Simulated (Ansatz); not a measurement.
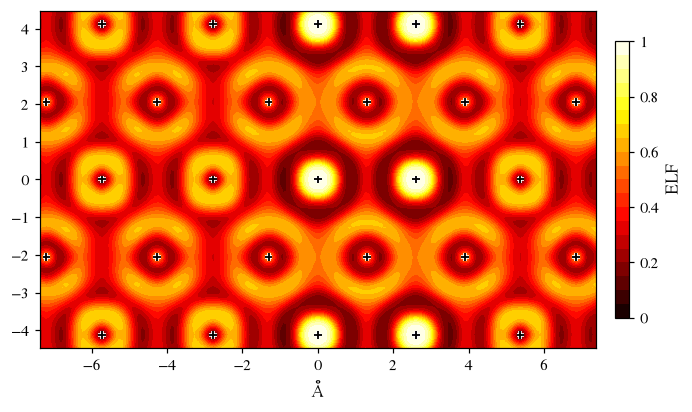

The ELF on a plane through atoms (crosses mark nuclei in the plane).

All numbers below come from DFT PBE, scalar-relativistic, plane waves, PAW (Ansatz).

Candidates:
A. Co2Si5Ru3, a = 2.91 Å, b = 2.91 Å, c = 14.05 Å, α = 90.00°, β = 90.00°, γ = 90.00°. Space group P4/mmm; a structure generated by program, which may or may not match a known phase; computed without spin polarisation.
B. CoRu5, a = 2.70 Å, b = 2.70 Å, c = 12.66 Å, α = 90.00°, β = 90.00°, γ = 120.00°. Space group P-6m2; a structure generated by program, which may or may not match a known phase; spin-polarised.

Q: Which candidate gave the map?

A: Candidate A: Co2Si5Ru3 on the (110) plane of the conventional cell, which holds Co, Si and Ru. Co–Si (2.43 Å): the ELF peaks at about 0.65 in the valence shell of Si, 0.9 Å from its nucleus, and is about 0.45 at the midpoint. Si–Ru (2.53 Å): the ELF peaks at about 0.65 in the valence shell of Si, 0.9 Å from its nucleus, and is about 0.40 at the midpoint.
